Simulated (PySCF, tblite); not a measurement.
# C₈H₉FSi: geometry, infrared bands and NMR shifts

Wanted: the infrared bands and NMR shifts of C₈H₉FSi (`C#C[C@H]1C/C(=C\F)[SiH2]C1=C`), by calculation.

The runs use tblite 0.8.0 and PySCF 2.14.0, with density-fitted response routines of our own; the level of theory stands in each step. All values are computed, except where a source is named. Atoms are numbered from 0 throughout.

## Step 1: The molecule as given

19 atoms, charge 0, multiplicity 1; geometry from: force field or distance geometry start.

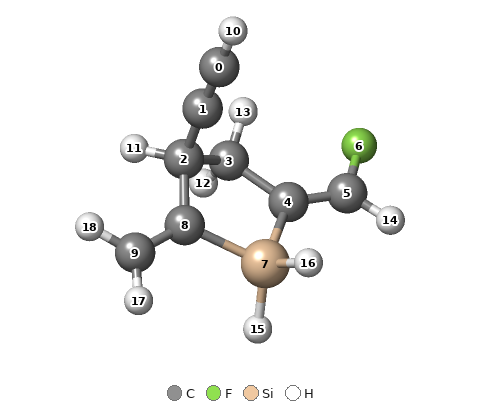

The starting geometry (carbon grey, fluorine green, silicon light orange, hydrogen white), atoms numbered; sticks join atoms by distance.

## Step 2: Relaxing the molecule with GFN2-xTB

Job settings and geometry (Å):

```
{"job": {"kind": "relax", "xc": "GFN2-xTB", "basis": "xTB"}, "charge": 0, "multiplicity": 1}
C      1.444400     2.389800     1.219200
C      0.723900     1.801100     0.443400
C     -0.131700     1.061600    -0.491400
C      0.645700    -0.033100    -1.259200
C      0.690200    -1.310700    -0.413800
C      1.671300    -2.207100    -0.427400
F      2.746000    -2.069400    -1.235200
Si    -0.814500    -1.346300     0.670900
C     -1.293900     0.421300     0.261600
C     -2.486300     0.999700     0.526200
H      2.059000     2.917900     1.900600
H     -0.529100     1.777500    -1.231900
H      0.123100    -0.264200    -2.183400
H      1.660500     0.300600    -1.512600
H      1.752100    -3.096800     0.173200
H     -1.833500    -2.312900     0.177400
H     -0.474800    -1.524100     2.101000
H     -3.282200     0.473000     1.041100
H     -2.680000     2.031300     0.232900
```

Started as:

```
> OMP_NUM_THREADS=1 python probes_run.py task.json out
```

This one command runs all jobs of the session in turn.

What it wrote:

```text
step      E/eV     max force
  0    -763.12352    1.474
  1    -763.14510    3.020
  2    -763.18072    1.648
  3    -763.20062    1.021
  4    -763.21487    0.351
  5    -763.22691    0.345
  6    -763.23511    0.276
  7    -763.23929    0.201
  8    -763.24228    0.172
  9    -763.24500    0.185
 10    -763.24715    0.133
 11    -763.24860    0.097
 12    -763.24985    0.099
 13    -763.25109    0.118
 14    -763.25220    0.085
 15    -763.25305    0.060
 16    -763.25363    0.067
 17    -763.25412    0.075
 18    -763.25472    0.067
 19    -763.25542    0.058
 20    -763.25602    0.045
 21    -763.25640    0.041
 22    -763.25667    0.041
 23    -763.25698    0.045
 24    -763.25733    0.041
 25    -763.25762    0.033
 26    -763.25780    0.029
 27    -763.25797    0.031
 28    -763.25819    0.039
 29    -763.25846    0.042
 30    -763.25870    0.035
 31    -763.25886    0.028
 32    -763.25900    0.028
 33    -763.25915    0.036
 34    -763.25930    0.032
 35    -763.25942    0.026
 36    -763.25955    0.029
 37    -763.25973    0.034
 38    -763.26000    0.048
 39    -763.26028    0.041
 40    -763.26048    0.038
 41    -763.26062    0.035
 42    -763.26078    0.039
 43    -763.26100    0.053
 44    -763.26123    0.046
 45    -763.26140    0.028
 46    -763.26151    0.029
 47    -763.26161    0.027
 48    -763.26174    0.031
 49    -763.26186    0.023
 50    -763.26195    0.023
 51    -763.26203    0.019
 52    -763.26211    0.025
 53    -763.26220    0.025
 54    -763.26227    0.017
 55    -763.26232    0.015
 56    -763.26237    0.016
 57    -763.26244    0.025
 58    -763.26255    0.028
 59    -763.26266    0.028
 60    -763.26275    0.021
 61    -763.26282    0.016
 62    -763.26289    0.020
 63    -763.26297    0.018
 64    -763.26303    0.021
 65    -763.26309    0.017
 66    -763.26315    0.021
 67    -763.26322    0.023
 68    -763.26330    0.024
 69    -763.26337    0.025
 70    -763.26343    0.016
 71    -763.26349    0.019
 72    -763.26357    0.022
 73    -763.26365    0.035
 74    -763.26373    0.035
 75    -763.26381    0.021
 76    -763.26389    0.021
 77    -763.26397    0.019
 78    -763.26405    0.025
 79    -763.26411    0.022
 80    -763.26416    0.014
 81    -763.26420    0.015
 82    -763.26424    0.015
 83    -763.26427    0.016
 84    -763.26430    0.015
 85    -763.26433    0.012
 86    -763.26435    0.010
 87    -763.26437    0.009
```

Run time: 1.3 s. Hardware: 1 thread of Arm Neoverse N1, shared host; peak memory 0.18 GiB.

The steps of the relaxation: (not every step is listed)

| step | energy from step 0 (eV) | largest force (eV/Å) |
| --- | --- | --- |
| 0 | 0.0000 | 1.4744 |
| 1 | -0.0216 | 3.0205 |
| 2 | -0.0572 | 1.6481 |
| 3 | -0.0771 | 1.0207 |
| 4 | -0.0914 | 0.3511 |
| 5 | -0.1034 | 0.3449 |
| 6 | -0.1116 | 0.2756 |
| 7 | -0.1158 | 0.2015 |
| 8 | -0.1188 | 0.1719 |
| 15 | -0.1295 | 0.0600 |
| 22 | -0.1332 | 0.0409 |
| 29 | -0.1349 | 0.0415 |
| 36 | -0.1360 | 0.0287 |
| 43 | -0.1375 | 0.0529 |
| 50 | -0.1384 | 0.0226 |
| 57 | -0.1389 | 0.0250 |
| 64 | -0.1395 | 0.0213 |
| 71 | -0.1400 | 0.0193 |
| 78 | -0.1405 | 0.0255 |
| 82 | -0.1407 | 0.0148 |
| 83 | -0.1408 | 0.0164 |
| 84 | -0.1408 | 0.0150 |
| 85 | -0.1408 | 0.0117 |
| 86 | -0.1408 | 0.0100 |
| 87 | -0.1409 | 0.0094 |

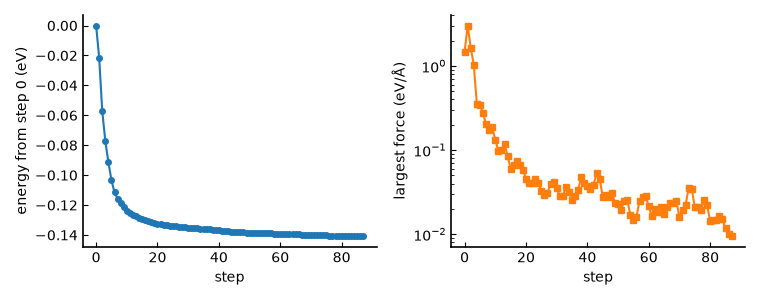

Energy and force, step by step.

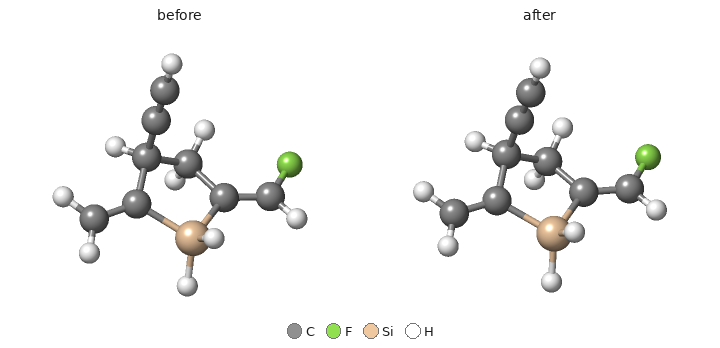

The geometry before (left) and after (right).

Close pairs (by a distance rule), those that changed most:

| bond | before (Å) | after (Å) | change (Å) |
| --- | --- | --- | --- |
| C4–Si7 | 1.855 | 1.885 | +0.030 |
| C3–C4 | 1.533 | 1.503 | -0.029 |
| C8–C9 | 1.351 | 1.323 | -0.028 |
| Si7–H15 | 1.489 | 1.466 | -0.023 |
| Si7–H16 | 1.481 | 1.463 | -0.017 |
| C1–C2 | 1.467 | 1.453 | -0.015 |
| C0–C1 | 1.211 | 1.197 | -0.015 |
| Si7–C8 | 1.877 | 1.888 | +0.011 |

The final coordinates are the input of the step that follows.

## Step 3: Harmonic vibrations with GFN2-xTB

Job settings and geometry (Å):

```
{"job": {"kind": "ir", "xc": "GFN2-xTB", "basis": "xTB"}, "charge": 0, "multiplicity": 1}
C      1.426756     2.173400     1.271440
C      0.710257     1.683226     0.447729
C     -0.166701     1.057965    -0.526850
C      0.595145    -0.040098    -1.288488
C      0.695099    -1.249363    -0.400819
C      1.711708    -2.089341    -0.420293
F      2.766739    -1.946982    -1.255206
Si    -0.799436    -1.325513     0.745632
C     -1.314952     0.414666     0.226518
C     -2.462891     1.037519     0.440454
H      2.058289     2.620351     1.979781
H     -0.527549     1.829981    -1.215964
H      0.024963    -0.308000    -2.183427
H      1.580520     0.307629    -1.604558
H      1.818264    -2.964423     0.202753
H     -1.771119    -2.346419     0.342992
H     -0.436391    -1.455719     2.157048
H     -3.263302     0.571301     0.990141
H     -2.655204     2.039070     0.083656
```

What it wrote:

```text
mode    cm-1     km/mol
  1      38.4      0.66
  2      55.4      0.15
  3     111.9      0.49
  4     157.6      2.30
  5     189.8      1.01
  6     211.0      1.52
  7     271.1      0.56
  8     313.5      1.79
  9     332.1      2.91
 10     392.3      7.55
 11     414.5      3.57
 12     431.6      7.59
 13     452.9     20.54
 14     518.4     37.52
 15     555.8     63.54
 16     612.5    114.08
 17     618.4     20.96
 18     656.1     24.41
 19     676.4    159.77
 20     693.0     25.86
 21     716.2     10.41
 22     755.6     61.03
 23     783.6    195.43
 24     787.5     30.46
 25     874.7      4.58
 26     912.2     23.88
 27     925.0     10.33
 28    1024.2      1.11
 29    1031.2     13.85
 30    1058.0    129.89
 31    1122.7     29.31
 32    1153.1      1.96
 33    1189.5      5.89
 34    1210.7      0.80
 35    1261.2      3.97
 36    1268.0     11.52
 37    1304.4      6.21
 38    1419.7      0.34
 39    1458.2      4.07
 40    1690.3     38.07
 41    1708.0    135.82
 42    2242.6    366.75
 43    2266.4    234.15
 44    2287.0     15.38
 45    2914.3     36.31
 46    2942.2     38.93
 47    2986.9     22.09
 48    3065.6     44.95
 49    3080.4     29.15
 50    3109.0     38.80
 51    3395.3      3.01
```

Run time: 1.5 s. Hardware: 1 thread of Arm Neoverse N1, shared host; peak memory 0.18 GiB.

Which atoms move in the most intense modes:

| cm⁻¹ | km/mol | atoms |
| --- | --- | --- |
| 556 | 63.5 | C8 38 %, H16 22 %, H15 11 % |
| 612 | 114.1 | H10 26 %, C3 11 %, H16 11 %, H15 10 % |
| 676 | 159.8 | Si7 19 %, H16 16 %, H15 13 %, H18 11 % |
| 784 | 195.4 | H15 29 %, H16 26 %, H14 12 % |
| 1058 | 129.9 | C5 40 %, F6 28 % |
| 1708 | 135.8 | C4 47 %, C5 38 % |
| 2243 | 366.8 | H15 93 % |
| 2266 | 234.2 | H16 93 % |

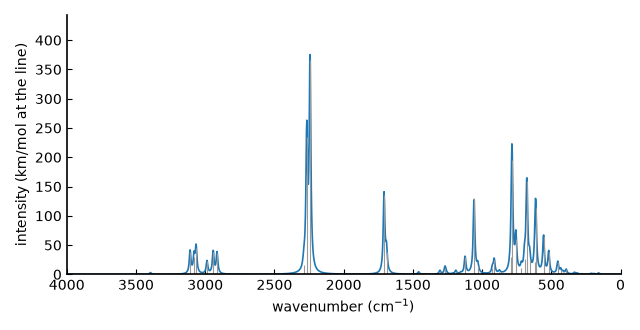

The infrared spectrum from these modes, unscaled. Lines are broadened to a width of 14 cm⁻¹ (Lorentzian).

## Step 4: Nuclear shieldings: PBE0/pcSseg-1

Same as in step 3 but for these lines:

```diff
@@ -1,2 +1,2 @@
-{"job": {"kind": "ir", "xc": "GFN2-xTB", "basis": "xTB"}, "charge": 0, "multiplicity": 1}
+{"job": {"kind": "nmr", "xc": "PBE0", "basis": "pcSseg-1"}, "charge": 0, "multiplicity": 1}
 C      1.426756     2.173400     1.271440
```

Level: GIAO PBE0/pcSseg-1 NMR shielding, non-relativistic, gas phase.

What it wrote:

```text
coarse grid: 16984 points
cycle   1  E = -698.6853469594  dE =  1.466e+00  |g| = 5.887e-01  |ddm| = 4.238e+00
cycle   2  E = -698.6580198842  dE =  2.733e-02  |g| = 7.108e-01  |ddm| = 1.222e+00
cycle   3  E = -698.7593929326  dE = -1.014e-01  |g| = 1.218e-01  |ddm| = 6.626e-01
cycle   4  E = -698.7621365571  dE = -2.744e-03  |g| = 5.584e-02  |ddm| = 1.530e-01
cycle   5  E = -698.7627770621  dE = -6.405e-04  |g| = 2.411e-02  |ddm| = 6.549e-02
cycle   6  E = -698.7629051750  dE = -1.281e-04  |g| = 6.171e-03  |ddm| = 2.429e-02
cycle   7  E = -698.7629127949  dE = -7.620e-06  |g| = 2.706e-03  |ddm| = 7.080e-03
final grid: 161544 points
cycle   8  E = -698.8315028687  dE = -4.068e-05  |g| = 8.290e-03  |ddm| = 4.842e-02
cycle   9  E = -698.8314714778  dE =  3.139e-05  |g| = 1.395e-02  |ddm| = 1.956e-02
cycle  10  E = -698.8315188136  dE = -4.734e-05  |g| = 3.119e-03  |ddm| = 1.239e-02
cycle  11  E = -698.8315211409  dE = -2.327e-06  |g| = 4.389e-04  |ddm| = 2.443e-03
cycle  12  E = -698.8315211746  dE = -3.367e-08  |g| = 2.312e-04  |ddm| = 5.724e-04
cycle  13  E = -698.8315211873  dE = -1.268e-08  |g| = 5.899e-05  |ddm| = 2.646e-04
cycle  14  E = -698.8315211880  dE = -7.033e-10  |g| = 1.698e-05  |ddm| = 6.327e-05
converged SCF energy = -698.8315211880

GIAO shielding tensors (ppm)
atom      isotropic    diamagn.    paramagn.     s11        s22        s33       span
  0 C      107.544     258.973    -151.429     34.395     51.513    236.722    202.327
  1 C       95.623     265.972    -170.349    -16.116      6.218    296.767    312.882
  2 C      143.106     240.723     -97.617    126.584    145.929    156.805     30.220
  3 C      148.263     244.435     -96.172    131.566    147.138    166.085     34.520
  4 C       68.224     264.048    -195.824    -24.823     84.786    144.709    169.532
  5 C       24.789     244.708    -219.919    -77.958     73.589     78.735    156.693
  6 F      254.550     472.476    -217.927    125.175    253.336    385.138    259.963
  7 Si     401.235     880.815    -479.580    365.585    384.900    453.220     87.635
  8 C       30.927     261.739    -230.812    -78.849     26.316    145.315    224.165
  9 C       50.377     250.081    -199.704    -67.475     61.778    156.827    224.302
 10 H       29.995      35.040      -5.045     24.850     25.240     39.896     15.046
 11 H       28.257      30.201      -1.944     25.083     26.262     33.428      8.345
 12 H       29.288      29.689      -0.401     24.608     27.686     35.570     10.961
 13 H       28.439      30.120      -1.681     23.868     28.402     33.048      9.180
 14 H       24.858      28.559      -3.701     20.750     24.672     29.151      8.400
 15 H       26.987      28.757      -1.770     23.550     24.936     32.475      8.925
 16 H       26.780      29.078      -2.298     24.089     24.532     31.720      7.632
 17 H       25.743      29.058      -3.314     22.528     24.130     30.572      8.044
 18 H       25.243      29.685      -4.443     21.246     24.311     30.170      8.924
```

Wall time 99 s (1 thread of Arm Neoverse N1, shared host); peak memory 1.1 GiB.

Shifts follow as δ = σ(reference) − σ, with reference shieldings (ppm) from runs at the same level and on the same kind of geometry: 1H TMS 31.72, 13C TMS 186.9, 29Si TMS 349.2, 19F CFCl3 170.9. The references are single molecules in the gas phase, so shifts against H2O, NH3, PH3, H3PO4 or CFCl3 are not on the usual liquid scales and can be off by tens of ppm.

| atoms | environment | σ (ppm) | δ (ppm) | δ scaled to CDCl3 |
| --- | --- | --- | --- | --- |
| C5 | alkene CH | 24.8 | 162.1 | 156.3 |
| C8 | fully substituted alkene carbon | 30.9 | 156.0 | 150.3 |
| C9 | terminal =CH2 carbon | 50.4 | 136.5 | 131.4 |
| C4 | fully substituted alkene carbon | 68.2 | 118.7 | 113.9 |
| C1 | alkyne carbon | 95.6 | 91.3 | 87.2 |
| C0 | terminal alkyne carbon | 107.5 | 79.4 | 75.6 |
| C2 | allylic sp3 CH | 143.1 | 43.8 | 40.9 |
| C3 | allylic sp3 CH2 | 148.3 | 38.7 | 35.8 |
| H14 | hydrogen on an alkene CH | 24.86 | 6.86 | 6.57 |
| H18 | hydrogen on a terminal =CH2 carbon | 25.24 | 6.47 | 6.21 |
| H17 | hydrogen on a terminal =CH2 carbon | 25.74 | 5.97 | 5.74 |
| H16 | hydrogen on a silicon bonded to 2 C, in a 5-membered ring | 26.78 | 4.94 | – |
| H15 | hydrogen on a silicon bonded to 2 C, in a 5-membered ring | 26.99 | 4.73 | – |
| H11 | hydrogen on an allylic sp3 CH | 28.26 | 3.46 | 3.37 |
| H13 | hydrogen on an allylic sp3 CH2 | 28.44 | 3.28 | 3.20 |
| H12 | hydrogen on an allylic sp3 CH2 | 29.29 | 2.43 | 2.40 |
| H10 | hydrogen on a terminal alkyne carbon | 30.00 | 1.72 | 1.73 |
| F6 | vinylic fluorine | 254.5 | -83.6 | – |
| Si7 | silicon bonded to 2 C, 2 H, in a 5-membered ring | 401.2 | -52.1 | – |

The scaled column applies a straight-line fit of computed shieldings to shifts measured in CDCl3, and one for carbons that bear F (root-mean-square error 0.16 ppm for H, 1.9 ppm for C).

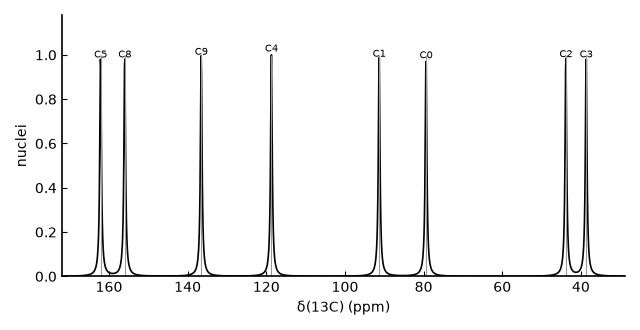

13C lines at the computed shifts, without couplings. Lines are broadened to a width of 0.49 ppm (Lorentzian).

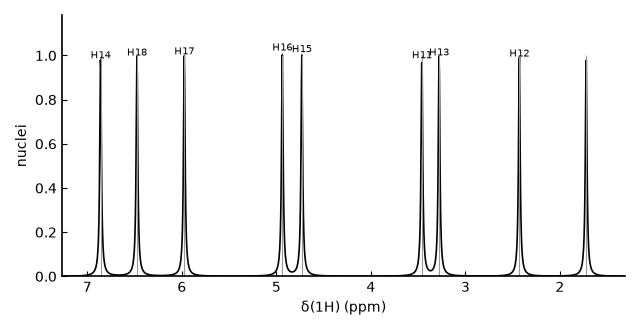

1H lines at the computed shifts, without couplings. Lines are broadened to a width of 0.02 ppm (Lorentzian).

The run also stored atomic charges by several schemes (e):

| atoms | Mulliken | IAO | Hirshfeld | ESP fit |
| --- | --- | --- | --- | --- |
| C0 | -0.41 | -0.25 | -0.12 | -0.45 |
| C1 | 0.37 | -0.03 | -0.04 | 0.03 |
| C2 | -0.26 | -0.12 | -0.01 | -0.07 |
| C3 | -0.05 | -0.25 | -0.07 | -0.24 |
| C4 | -0.60 | -0.32 | -0.12 | -0.18 |
| C5 | 0.34 | 0.15 | 0.04 | 0.04 |
| F6 | -0.28 | -0.28 | -0.09 | -0.15 |
| Si7 | 0.78 | 0.74 | 0.33 | 0.34 |
| C8 | -0.49 | -0.24 | -0.08 | 0.08 |
| C9 | -0.03 | -0.29 | -0.09 | -0.53 |

Hirshfeld charges:

C0 -0.12; C1 -0.04; C2 -0.01; C3 -0.07; C4 -0.12; C5 0.04; F6 -0.09; Si7 0.33; C8 -0.08; C9 -0.09; H10 0.09; H11 0.06; H12 0.05; H13 0.04; H14 0.06; H15 -0.08; H16 -0.07; H17 0.05; H18 0.05

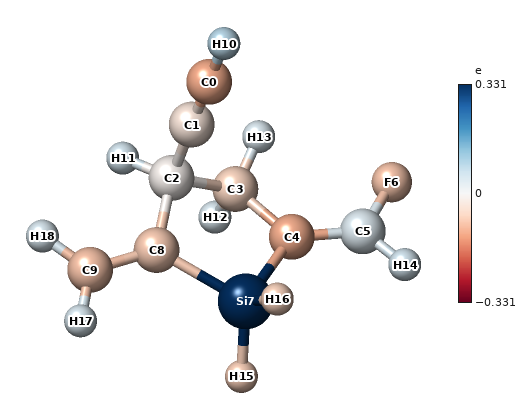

Hirshfeld charges, as colours on the atoms.

Mayer bond orders: C0–C1 2.55, C1–C2 0.92, C2–C3 1.03, C3–C4 0.99, C4–C5 1.89, C5–F6 0.95, C4–Si7 0.84, Si7–C8 0.85, C8–C9 2.01, C8–C2 0.97.

Ring of atoms C2, C3, C4, Si7, C8: NICS(0) -2.0, NICS(1) -2.9, NICS(1)zz -2.0 ppm (means of both faces).

The fields below are evaluated on a grid from the run's orbitals.

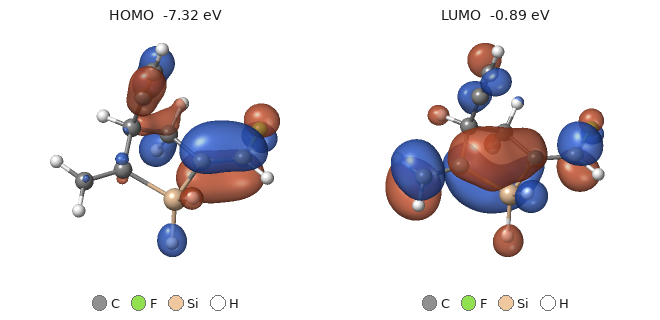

Frontier orbitals at PBE0/pcSseg-1; each surface holds 70 % of the orbital's density, blue and red mark the sign.

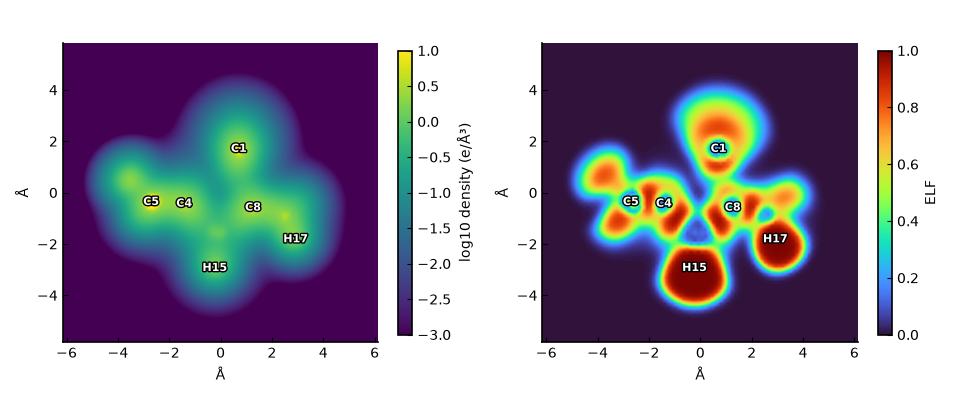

Density (left) and ELF (right) in a plane through or near 6 of the atoms.

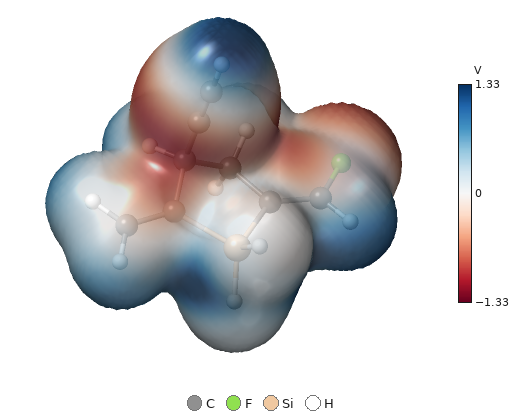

Electrostatic potential on the surface of density 0.002 e/bohr³; red is low, blue high. It runs from -0.90 V near C0 to 1.33 V near H10.

## Step 5: Outcome

```
                                 quantity                                                     value
strongest single infrared mode (GFN2-xTB)                                     2243 cm⁻¹, 367 km/mol
             zero-point energy (GFN2-xTB)                                             85.3 kcal/mol
   13C shifts against TMS (PBE0/pcSseg-1)    162.1, 156.0, 136.5, 118.7, 91.3, 79.4, 43.8, 38.7 ppm
    1H shifts against TMS (PBE0/pcSseg-1)  6.86, 6.47, 5.97, 4.94, 4.73, 3.46, 3.28, 2.43, 1.72 ppm
 19F shifts against CFCl3 (PBE0/pcSseg-1)                                                 -83.6 ppm
  29Si shifts against TMS (PBE0/pcSseg-1)                                                 -52.1 ppm
    surface potential, least and greatest                                        -0.90 V and 1.33 V
```

What this shows: The optimisation took 87 steps and gained 0.141 eV; among the close pairs (by a distance rule), C4–Si7 changed most, from 1.855 to 1.885 Å. All 51 modes are real, so the xTB geometry is a minimum. The strongest single mode, at 2243 cm⁻¹, moves mainly H15. Unscaled tight-binding wavenumbers are off by several per cent, some by more. Its intensities can rank the bands wrongly. The most deshielded hydrogen is H14 (hydrogen on an alkene CH), at 6.86 ppm: attached to an sp2 carbon and in the plane of the double bond. At PBE0/pcSseg-1: Shielding is most anisotropic at C1 (span 313 ppm, paramagnetic term -170 ppm). At PBE0/pcSseg-1, counted by nearest atom on the grid, the HOMO lies on C4, C5 about 27 % each; F6 10 %, the LUMO on C8, C9 about 18 % each; C5 10 %.
